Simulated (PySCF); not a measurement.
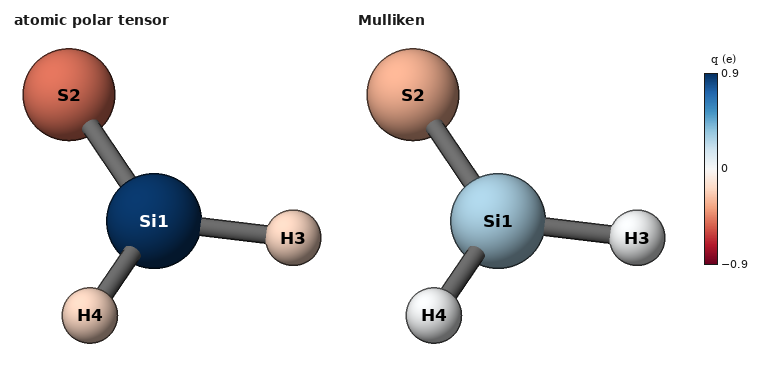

Atomic charges of one calculation by 2 schemes, on one colour scale. The geometry was computed by an optimisation with PBE0/def2-TZVP. Method: PBE0/def2-TZVP (PySCF 2.14.0).

> Which scheme gives the most polar picture (largest mean size of the charges)?

The atomic polar tensor charges are the largest in size here.

List the charges (e), one line for each set of equivalent atoms.

| atom | atomic polar tensor | Mulliken |
| --- | --- | --- |
| Si1 | 0.87 | 0.28 |
| S2 | −0.49 | −0.31 |
| H3, H4 | −0.19 | 0.01 |
